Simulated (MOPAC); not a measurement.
Geometry relaxation of C3H4In (part 2 of 2)

C3H4In, multiplicity 2, SMILES C#[C][In][CH3]; PM6, unrestricted (MOPAC 23.2.5). The atoms were displaced at random from an optimised geometry.

Geometry of the input (Å):
```
C  2.8385  0.1272  0.5642
C  1.6866  -0.2361  0.5291
In -0.2502  -1.0686  0.5964
C  -1.8623  0.0228  -0.4364
H  3.8377  0.4913  0.5796
H  -1.9018  1.0102  0.0222
H  -1.5388  0.1197  -1.4771
H  -2.8154  -0.4681  -0.3622
```

Trajectory as extended XYZ, continued
```
8
Properties=species:S:1:pos:R:3:forces:R:3 step=8 energy=4.02448
C     2.8004    0.1320    0.5578   -0.1494  -0.0233  -0.0204
C     1.6618   -0.2577    0.5378    0.1337   0.0303   0.0078
In   -0.2507   -1.0556    0.5860   -0.0999  -0.0430   0.0188
C    -1.8006    0.0243   -0.4207    0.0118  -0.0448   0.0394
H     3.7769    0.4691    0.5731   -0.0095   0.0251  -0.0152
H    -1.9001    1.0086    0.0147    0.0502   0.0239  -0.0073
H    -1.5511    0.1036   -1.4689    0.0234   0.0347  -0.0230
H    -2.7340   -0.5137   -0.3076    0.0397  -0.0029  -0.0002
8
Properties=species:S:1:pos:R:3:forces:R:3 step=9 energy=4.02352
C     2.7979    0.1334    0.5557   -0.0962   0.0005  -0.0115
C     1.6599   -0.2572    0.5379    0.0826  -0.0017   0.0092
In   -0.2521   -1.0581    0.5869   -0.0464  -0.0212   0.0194
C    -1.7955    0.0273   -0.4204    0.0100  -0.0358   0.0128
H     3.7742    0.4726    0.5712   -0.0215   0.0193  -0.0198
H    -1.8966    1.0137    0.0102    0.0483   0.0056   0.0081
H    -1.5509    0.1081   -1.4701    0.0351   0.0216  -0.0138
H    -2.7231   -0.5178   -0.3041   -0.0119   0.0116  -0.0044
8
Properties=species:S:1:pos:R:3:forces:R:3 step=10 energy=4.02288
C     2.7951    0.1362    0.5534    0.0079   0.0237  -0.0067
C     1.6595   -0.2588    0.5397   -0.0323  -0.0373   0.0049
In   -0.2536   -1.0602    0.5879    0.0067  -0.0105   0.0221
C    -1.7909    0.0294   -0.4209    0.0002  -0.0111  -0.0087
H     3.7715    0.4768    0.5661   -0.0316   0.0205  -0.0192
H    -1.8918    1.0173    0.0083    0.0446  -0.0196   0.0115
H    -1.5492    0.1136   -1.4718    0.0386   0.0065   0.0083
H    -2.7159   -0.5196   -0.3028   -0.0340   0.0278  -0.0122
8
Properties=species:S:1:pos:R:3:forces:R:3 step=11 energy=4.02214
C     2.7928    0.1396    0.5511    0.0610   0.0245  -0.0070
C     1.6598   -0.2617    0.5425   -0.0932  -0.0446  -0.0018
In   -0.2548   -1.0621    0.5890    0.0366  -0.0102   0.0244
C    -1.7878    0.0307   -0.4218    0.0089   0.0136  -0.0197
H     3.7690    0.4819    0.5589   -0.0427   0.0225  -0.0152
H    -1.8862    1.0189    0.0083    0.0365  -0.0293   0.0151
H    -1.5461    0.1192   -1.4727    0.0413  -0.0062   0.0174
H    -2.7125   -0.5181   -0.3052   -0.0483   0.0296  -0.0132
8
Properties=species:S:1:pos:R:3:forces:R:3 step=12 energy=4.02062
C     2.7884    0.1463    0.5465    0.0813   0.0044  -0.0145
C     1.6602   -0.2684    0.5480   -0.1223  -0.0284  -0.0117
In   -0.2568   -1.0655    0.5916    0.0552  -0.0172   0.0219
C    -1.7824    0.0332   -0.4244    0.0131   0.0283  -0.0158
H     3.7634    0.4930    0.5437   -0.0557   0.0276  -0.0061
H    -1.8746    1.0196    0.0120    0.0203  -0.0314   0.0126
H    -1.5382    0.1295   -1.4743    0.0448  -0.0204   0.0285
H    -2.7102   -0.5121   -0.3134   -0.0368   0.0371  -0.0150
8
Properties=species:S:1:pos:R:3:forces:R:3 step=13 energy=4.01869
C     2.7790    0.1583    0.5364   -0.0038  -0.0673  -0.0154
C     1.6594   -0.2810    0.5583   -0.0311   0.0607  -0.0425
In   -0.2600   -1.0726    0.5972    0.0391  -0.0415   0.0100
C    -1.7714    0.0383   -0.4297    0.0324   0.0318   0.0135
H     3.7494    0.5181    0.5143   -0.0701   0.0263   0.0095
H    -1.8501    1.0188    0.0218   -0.0119  -0.0072   0.0067
H    -1.5196    0.1485   -1.4758    0.0590  -0.0349   0.0227
H    -2.7077   -0.4955   -0.3344   -0.0136   0.0321  -0.0045
8
Properties=species:S:1:pos:R:3:forces:R:3 step=14 energy=4.01756
C     2.7724    0.1636    0.5311   -0.0053  -0.0621  -0.0270
C     1.6569   -0.2856    0.5603   -0.0345   0.0686  -0.0467
In   -0.2617   -1.0779    0.6014    0.0204  -0.0380  -0.0079
C    -1.7628    0.0426   -0.4326    0.0277   0.0089   0.0365
H     3.7378    0.5354    0.4980   -0.0591   0.0167   0.0235
H    -1.8348    1.0190    0.0281   -0.0248   0.0092  -0.0006
H    -1.5062    0.1589   -1.4765    0.0719  -0.0352   0.0174
H    -2.7044   -0.4842   -0.3478    0.0037   0.0320   0.0047
8
Properties=species:S:1:pos:R:3:forces:R:3 step=15 energy=4.01519
C     2.7590    0.1689    0.5214    0.0379   0.0492  -0.0505
C     1.6478   -0.2881    0.5566   -0.0858  -0.0020  -0.0204
In   -0.2645   -1.0888    0.6102   -0.0326  -0.0332  -0.0443
C    -1.7433    0.0511   -0.4359   -0.0065  -0.0300   0.0588
H     3.7104    0.5703    0.4767    0.0014  -0.0169   0.0341
H    -1.8063    1.0210    0.0380   -0.0316   0.0439  -0.0057
H    -1.4758    0.1743   -1.4751    0.1026  -0.0247  -0.0014
H    -2.6957   -0.4592   -0.3735    0.0146   0.0136   0.0294
8
Properties=species:S:1:pos:R:3:forces:R:3 step=16 energy=4.01410
C     2.7543    0.1709    0.5158   -0.0564   0.0417  -0.0201
C     1.6434   -0.2877    0.5550   -0.0006   0.0098  -0.0268
In   -0.2657   -1.0929    0.6128   -0.0394  -0.0317  -0.0414
C    -1.7355    0.0542   -0.4356   -0.0239  -0.0184   0.0417
H     3.7010    0.5809    0.4761    0.0361  -0.0211   0.0167
H    -1.7975    1.0243    0.0382   -0.0248   0.0390  -0.0061
H    -1.4629    0.1773   -1.4738    0.1006  -0.0254   0.0049
H    -2.6908   -0.4507   -0.3787    0.0083   0.0060   0.0312
8
Properties=species:S:1:pos:R:3:forces:R:3 step=17 energy=4.01236
C     2.7479    0.1731    0.5110   -0.0847   0.0627   0.0175
C     1.6367   -0.2850    0.5466    0.0388  -0.0113  -0.0189
In   -0.2670   -1.0981    0.6157   -0.0422  -0.0277  -0.0312
C    -1.7259    0.0578   -0.4333   -0.0430   0.0088   0.0166
H     3.6909    0.5902    0.4838    0.0666  -0.0240  -0.0095
H    -1.7894    1.0316    0.0340   -0.0009   0.0230  -0.0024
H    -1.4418    0.1750   -1.4700    0.0748  -0.0233   0.0109
H    -2.6845   -0.4393   -0.3790   -0.0094  -0.0083   0.0169
8
Properties=species:S:1:pos:R:3:forces:R:3 step=18 energy=4.01129
C     2.7437    0.1772    0.5095   -0.0978   0.0461   0.0197
C     1.6337   -0.2848    0.5390    0.0660  -0.0078   0.0036
In   -0.2682   -1.1017    0.6175   -0.0279  -0.0144  -0.0243
C    -1.7209    0.0604   -0.4311   -0.0436   0.0238  -0.0044
H     3.6872    0.5941    0.4888    0.0547  -0.0213  -0.0191
H    -1.7842    1.0380    0.0292    0.0128   0.0040   0.0032
H    -1.4249    0.1713   -1.4661    0.0400  -0.0210   0.0180
H    -2.6825   -0.4309   -0.3783   -0.0042  -0.0095   0.0034
8
Properties=species:S:1:pos:R:3:forces:R:3 step=19 energy=4.01045
C     2.7359    0.1874    0.5061   -0.0841  -0.0241   0.0091
C     1.6319   -0.2899    0.5346    0.0912   0.0415   0.0215
In   -0.2704   -1.1073    0.6201   -0.0127   0.0011  -0.0163
C    -1.7144    0.0653   -0.4298   -0.0079   0.0147  -0.0081
H     3.6826    0.6010    0.4844    0.0000  -0.0093  -0.0173
H    -1.7725    1.0456    0.0254    0.0129  -0.0070   0.0088
H    -1.4001    0.1689   -1.4608   -0.0064  -0.0137   0.0135
H    -2.6802   -0.4183   -0.3816    0.0071  -0.0033  -0.0112
8
Properties=species:S:1:pos:R:3:forces:R:3 step=20 energy=4.01025
C     2.7353    0.1882    0.5055   -0.0291  -0.0102   0.0008
C     1.6326   -0.2908    0.5376    0.0264   0.0243   0.0191
In   -0.2706   -1.1074    0.6201   -0.0077  -0.0011  -0.0145
C    -1.7143    0.0657   -0.4303   -0.0012   0.0021   0.0028
H     3.6819    0.6016    0.4790    0.0002  -0.0064  -0.0116
H    -1.7708    1.0447    0.0273    0.0054   0.0012   0.0070
H    -1.4001    0.1698   -1.4608    0.0000  -0.0078   0.0015
H    -2.6801   -0.4180   -0.3841    0.0060  -0.0021  -0.0051
8
Properties=species:S:1:pos:R:3:forces:R:3 step=21 energy=4.01020
C     2.7330    0.1903    0.5022    0.0331   0.0037   0.0072
C     1.6329   -0.2923    0.5468   -0.0443   0.0097  -0.0121
In   -0.2714   -1.1088    0.6201    0.0071  -0.0089  -0.0023
C    -1.7119    0.0673   -0.4314    0.0055  -0.0102   0.0101
H     3.6790    0.6049    0.4647   -0.0045  -0.0058  -0.0004
H    -1.7651    1.0441    0.0313   -0.0090   0.0048  -0.0041
H    -1.3980    0.1728   -1.4613    0.0112   0.0013  -0.0054
H    -2.6777   -0.4168   -0.3896    0.0009   0.0054   0.0069
8
Properties=species:S:1:pos:R:3:forces:R:3 step=22 energy=4.01011
C     2.7339    0.1892    0.5038    0.0251   0.0077   0.0007
C     1.6324   -0.2907    0.5431   -0.0382   0.0020   0.0030
In   -0.2710   -1.1084    0.6199    0.0046  -0.0061  -0.0035
C    -1.7127    0.0667   -0.4306    0.0035  -0.0032   0.0038
H     3.6801    0.6027    0.4700    0.0038  -0.0035  -0.0029
H    -1.7676    1.0447    0.0293   -0.0013   0.0023  -0.0003
H    -1.3981    0.1705   -1.4607    0.0043   0.0001  -0.0024
H    -2.6783   -0.4171   -0.3868   -0.0018   0.0008   0.0016
8
Properties=species:S:1:pos:R:3:forces:R:3 step=23 energy=4.01008
C     2.7342    0.1887    0.5041    0.0067   0.0033   0.0006
C     1.6317   -0.2893    0.5427   -0.0156   0.0054   0.0043
In   -0.2709   -1.1085    0.6197    0.0045  -0.0032  -0.0007
C    -1.7127    0.0666   -0.4301   -0.0002  -0.0006  -0.0024
H     3.6808    0.6015    0.4707    0.0027  -0.0046  -0.0031
H    -1.7683    1.0454    0.0282    0.0022  -0.0016   0.0010
H    -1.3975    0.1693   -1.4604    0.0001   0.0001   0.0006
H    -2.6785   -0.4171   -0.3858   -0.0003   0.0011  -0.0002
8
Properties=species:S:1:pos:R:3:forces:R:3 step=24 energy=4.01006
C     2.7349    0.1878    0.5044   -0.0012   0.0035  -0.0015
C     1.6311   -0.2874    0.5436   -0.0069   0.0030   0.0041
In   -0.2707   -1.1084    0.6191    0.0031  -0.0006   0.0024
C    -1.7133    0.0664   -0.4298   -0.0001   0.0003  -0.0039
H     3.6820    0.5991    0.4701    0.0044  -0.0045  -0.0017
H    -1.7694    1.0456    0.0277    0.0046  -0.0038   0.0006
H    -1.3981    0.1680   -1.4603   -0.0020   0.0019   0.0009
H    -2.6788   -0.4176   -0.3847   -0.0020   0.0002  -0.0008
8
Properties=species:S:1:pos:R:3:forces:R:3 step=25 energy=4.01006
C     2.7356    0.1870    0.5045   -0.0108   0.0055  -0.0009
C     1.6306   -0.2854    0.5457    0.0058  -0.0013  -0.0014
In   -0.2705   -1.1082    0.6186    0.0004   0.0016   0.0050
C    -1.7140    0.0661   -0.4298   -0.0006  -0.0015  -0.0033
H     3.6835    0.5965    0.4683    0.0030  -0.0041   0.0004
H    -1.7703    1.0454    0.0276    0.0053  -0.0040   0.0003
H    -1.3993    0.1673   -1.4604   -0.0022   0.0031   0.0008
H    -2.6793   -0.4182   -0.3840   -0.0010   0.0006  -0.0009
8
Properties=species:S:1:pos:R:3:forces:R:3 step=26 energy=4.01005
C     2.7347    0.1879    0.5039   -0.0087   0.0035  -0.0009
C     1.6305   -0.2862    0.5459    0.0059   0.0006  -0.0022
In   -0.2707   -1.1088    0.6190   -0.0008   0.0009   0.0030
C    -1.7131    0.0665   -0.4300    0.0002  -0.0028  -0.0009
H     3.6824    0.5979    0.4669    0.0010  -0.0032   0.0012
H    -1.7686    1.0454    0.0282    0.0036  -0.0025   0.0000
H    -1.3977    0.1683   -1.4603   -0.0016   0.0024   0.0006
H    -2.6789   -0.4170   -0.3852    0.0004   0.0010  -0.0008
8
Properties=species:S:1:pos:R:3:forces:R:3 step=27 energy=4.01006
C     2.7311    0.1914    0.5017    0.0030  -0.0098  -0.0014
C     1.6299   -0.2895    0.5448   -0.0035   0.0128   0.0004
In   -0.2716   -1.1109    0.6208   -0.0016  -0.0005  -0.0034
C    -1.7092    0.0682   -0.4308    0.0028  -0.0032   0.0031
H     3.6777    0.6040    0.4635   -0.0009  -0.0001   0.0014
H    -1.7620    1.0460    0.0298   -0.0017   0.0025   0.0007
H    -1.3910    0.1723   -1.4599   -0.0001  -0.0010  -0.0017
H    -2.6767   -0.4121   -0.3898    0.0021  -0.0008   0.0009
8
Properties=species:S:1:pos:R:3:forces:R:3 step=28 energy=4.01004
C     2.7336    0.1889    0.5032   -0.0014  -0.0007  -0.0005
C     1.6302   -0.2871    0.5454   -0.0009   0.0036  -0.0018
In   -0.2709   -1.1094    0.6196   -0.0012   0.0010   0.0015
C    -1.7118    0.0670   -0.4303    0.0009  -0.0020   0.0001
H     3.6810    0.5995    0.4660    0.0013  -0.0017   0.0010
H    -1.7665    1.0455    0.0287    0.0020  -0.0007   0.0003
H    -1.3957    0.1697   -1.4602   -0.0008   0.0010  -0.0006
H    -2.6781   -0.4155   -0.3867    0.0002  -0.0004   0.0000
8
Properties=species:S:1:pos:R:3:forces:R:3 step=29 energy=4.01004
C     2.7342    0.1884    0.5037   -0.0026   0.0016  -0.0005
C     1.6303   -0.2865    0.5453    0.0002   0.0009  -0.0011
In   -0.2708   -1.1090    0.6193   -0.0012   0.0008   0.0012
C    -1.7125    0.0666   -0.4302   -0.0003  -0.0009   0.0001
H     3.6819    0.5983    0.4670    0.0016  -0.0016   0.0006
H    -1.7676    1.0453    0.0286    0.0027  -0.0014   0.0002
H    -1.3970    0.1692   -1.4604   -0.0004   0.0008  -0.0001
H    -2.6785   -0.4164   -0.3859    0.0000  -0.0003  -0.0005
8
Properties=species:S:1:pos:R:3:forces:R:3 step=30 energy=4.01004
C     2.7340    0.1885    0.5036   -0.0016   0.0013  -0.0007
C     1.6302   -0.2865    0.5452    0.0000   0.0005  -0.0004
In   -0.2708   -1.1091    0.6194   -0.0012   0.0008   0.0005
C    -1.7123    0.0666   -0.4302   -0.0006  -0.0004   0.0001
H     3.6819    0.5982    0.4670    0.0010  -0.0010   0.0004
H    -1.7673    1.0452    0.0287    0.0023  -0.0010   0.0003
H    -1.3968    0.1694   -1.4604   -0.0001   0.0004   0.0001
H    -2.6785   -0.4162   -0.3861    0.0002  -0.0004  -0.0004
8
Properties=species:S:1:pos:R:3:forces:R:3 step=31 energy=4.01003
C     2.7330    0.1894    0.5028    0.0024  -0.0017   0.0002
C     1.6296   -0.2863    0.5452   -0.0007   0.0000   0.0001
In   -0.2710   -1.1098    0.6199   -0.0006   0.0010  -0.0009
C    -1.7112    0.0669   -0.4304   -0.0003   0.0002  -0.0002
H     3.6812    0.5985    0.4658   -0.0014   0.0011  -0.0002
H    -1.7650    1.0452    0.0294   -0.0001   0.0007   0.0006
H    -1.3948    0.1706   -1.4602    0.0005  -0.0008   0.0002
H    -2.6779   -0.4148   -0.3876    0.0001  -0.0005   0.0002
8
Properties=species:S:1:pos:R:3:forces:R:3 step=32 energy=4.01003
C     2.7334    0.1890    0.5030    0.0010  -0.0001  -0.0002
C     1.6298   -0.2864    0.5452   -0.0007  -0.0002   0.0000
In   -0.2710   -1.1096    0.6197   -0.0007   0.0007  -0.0002
C    -1.7115    0.0668   -0.4303   -0.0004   0.0002   0.0000
H     3.6813    0.5985    0.4662   -0.0001   0.0002   0.0000
H    -1.7657    1.0452    0.0292    0.0006  -0.0001   0.0002
H    -1.3955    0.1702   -1.4602    0.0003  -0.0002   0.0001
H    -2.6781   -0.4153   -0.3871    0.0002  -0.0004   0.0001
8
Properties=species:S:1:pos:R:3:forces:R:3 step=33 energy=4.01003
C     2.7334    0.1890    0.5030    0.0007  -0.0004   0.0002
C     1.6298   -0.2864    0.5452   -0.0005   0.0002  -0.0004
In   -0.2710   -1.1096    0.6197   -0.0004   0.0005  -0.0001
C    -1.7115    0.0668   -0.4303   -0.0003   0.0002   0.0001
H     3.6813    0.5986    0.4662    0.0000   0.0001   0.0000
H    -1.7657    1.0452    0.0292    0.0004  -0.0001   0.0000
H    -1.3954    0.1702   -1.4602    0.0001  -0.0002   0.0000
H    -2.6780   -0.4153   -0.3871    0.0001  -0.0004   0.0002
8
Properties=species:S:1:pos:R:3:forces:R:3 step=34 energy=4.01004
C     2.7337    0.1887    0.5032   -0.0090   0.0001   0.0008
C     1.6300   -0.2867    0.5449    0.0065   0.0027  -0.0004
In   -0.2710   -1.1093    0.6196    0.0034  -0.0042   0.0029
C    -1.7118    0.0667   -0.4303    0.0018   0.0002   0.0005
H     3.6811    0.5992    0.4669    0.0027  -0.0017  -0.0005
H    -1.7658    1.0450    0.0294   -0.0015   0.0002  -0.0015
H    -1.3956    0.1698   -1.4601   -0.0011   0.0015  -0.0013
H    -2.6778   -0.4161   -0.3867   -0.0029   0.0011  -0.0005
8
Properties=species:S:1:pos:R:3:forces:R:3 step=35 energy=4.01003
C     2.7334    0.1890    0.5031   -0.0003  -0.0002   0.0002
C     1.6298   -0.2864    0.5451    0.0002   0.0003  -0.0004
In   -0.2710   -1.1095    0.6197    0.0001   0.0001   0.0004
C    -1.7116    0.0668   -0.4303    0.0000   0.0000  -0.0001
H     3.6813    0.5986    0.4663    0.0002  -0.0001   0.0000
H    -1.7657    1.0451    0.0293    0.0001   0.0000  -0.0001
H    -1.3955    0.1701   -1.4602   -0.0001   0.0000  -0.0001
H    -2.6780   -0.4154   -0.3871   -0.0001  -0.0001   0.0001
8
Properties=species:S:1:pos:R:3:forces:R:3 step=36 energy=4.01003
C     2.7334    0.1890    0.5031   -0.0001  -0.0003   0.0001
C     1.6298   -0.2864    0.5451    0.0000   0.0003  -0.0003
In   -0.2710   -1.1095    0.6197    0.0001   0.0001   0.0003
C    -1.7116    0.0668   -0.4303    0.0000   0.0001   0.0000
H     3.6813    0.5986    0.4663    0.0001  -0.0001   0.0000
H    -1.7657    1.0451    0.0293    0.0000   0.0000  -0.0002
H    -1.3955    0.1702   -1.4602   -0.0001   0.0000  -0.0001
H    -2.6780   -0.4154   -0.3871   -0.0001  -0.0001   0.0001
8
Properties=species:S:1:pos:R:3:forces:R:3 step=37 energy=4.01003
C     2.7335    0.1889    0.5032    0.0000  -0.0001  -0.0001
C     1.6299   -0.2863    0.5450    0.0001   0.0000   0.0001
In   -0.2710   -1.1095    0.6197    0.0000   0.0000   0.0002
C    -1.7117    0.0667   -0.4303    0.0002   0.0000   0.0001
H     3.6815    0.5984    0.4665   -0.0001   0.0000  -0.0001
H    -1.7658    1.0451    0.0293   -0.0002   0.0001  -0.0001
H    -1.3957    0.1701   -1.4602   -0.0001  -0.0001  -0.0001
H    -2.6781   -0.4155   -0.3870    0.0000   0.0001   0.0000
8
Properties=species:S:1:pos:R:3:forces:R:3 step=38 energy=4.01003
C     2.7335    0.1889    0.5031    0.0001  -0.0003   0.0001
C     1.6299   -0.2863    0.5451    0.0000   0.0002  -0.0002
In   -0.2710   -1.1095    0.6197    0.0000   0.0001   0.0002
C    -1.7117    0.0667   -0.4303    0.0001   0.0000   0.0000
H     3.6815    0.5984    0.4665    0.0000   0.0000   0.0000
H    -1.7658    1.0451    0.0292   -0.0001   0.0001  -0.0001
H    -1.3957    0.1701   -1.4602   -0.0001  -0.0001  -0.0001
H    -2.6781   -0.4155   -0.3870    0.0000   0.0000   0.0001
8
Properties=species:S:1:pos:R:3:forces:R:3 step=39 energy=4.01003
C     2.7335    0.1889    0.5032    0.0001  -0.0002   0.0000
C     1.6299   -0.2863    0.5451   -0.0001   0.0001  -0.0002
In   -0.2709   -1.1095    0.6196   -0.0001   0.0001   0.0002
C    -1.7117    0.0667   -0.4303    0.0000   0.0000  -0.0001
H     3.6815    0.5984    0.4665    0.0000   0.0000   0.0000
H    -1.7658    1.0451    0.0292    0.0001   0.0000   0.0000
H    -1.3957    0.1701   -1.4602   -0.0001  -0.0001   0.0000
H    -2.6781   -0.4155   -0.3869    0.0000   0.0000   0.0001
```

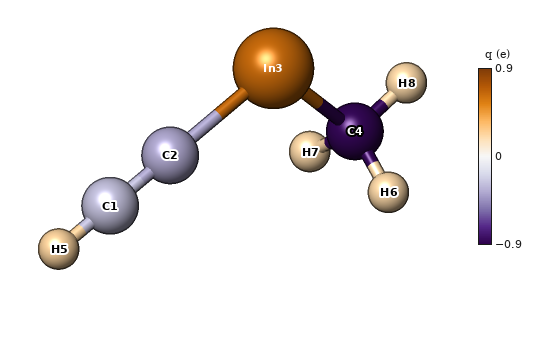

Figure 1. Mulliken charges, as the colour of each atom (ball-and-stick view, seen at a tilt; atoms are numbered from 1 in the order of the input). By element: C −0.86 to −0.27, In +0.65 and H +0.21 to +0.23 e.

Results in brief

| quantity | value |
| --- | --- |
| outcome | converged |
| total energy | −17.400561 hartree |
| dispersion energy | 0.000000 hartree |
| heat of formation | 92.47 kcal/mol |
| basis functions | 20 |
| largest force | 0.000 eV/Å |
| ⟨S²⟩ | 0.773 |
| dipole moment | 1.25 D |
| peak memory | 0.091 GiB |

Notes

MOPAC's energies along a path are heats of formation.
